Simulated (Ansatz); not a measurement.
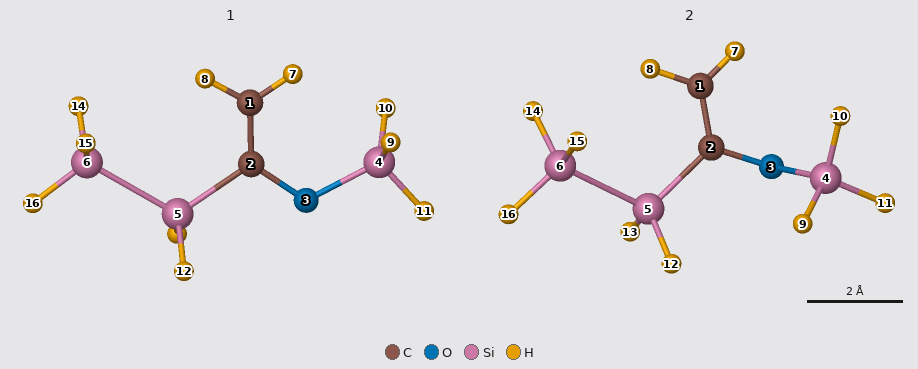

Two geometries of C$_{2}$H$_{10}$OSi$_{3}$, drawn at one scale. One is the start of a relaxation, the other its converged end. A ball-and-stick model, seen at a tilt.

These are results of RKS BLYP/STO-3G in Ansatz 0.2.0, not measurements. Settings: no spin polarisation; force threshold 0.015 eV/Å; at most 40 steps.

Which one is relaxed?

Answer. Structure 1 is the relaxed one. The run prepares an end point of a later path (torsion) calculation, from a guessed geometry. Over 36 accepted moves (38 points after the start) the energy falls by 0.758 eV. Largest force component: 3 eV/Å at the start, 0.014 eV/Å at the end. The line search rejected the trial steps at points 2, 4 of the run. The atom that moves furthest after the best rigid fit is H9 (1.99 Å). Largest moves by element: H 1.99 Å, O 0.96 Å, C 0.95 Å, Si 0.65 Å. Among the contacts that change: Si4–H11 1.528 → 1.454 Å, Si6–H14 1.513 → 1.455 Å, Si5–Si6 2.327 → 2.273 Å, C1–H7 1.051 → 1.102 Å. Among the angles between lasting bonds that change: O3–C2–Si5 118.3° → 109.8°, C1–C2–O3 118.3° → 126.3°, H9–Si4–H10 115.2° → 109.4°. Groups turn about C2–O3 by about 85°.

Limits of the set-up: STO-3G is a minimal basis, so the numbers are rough.
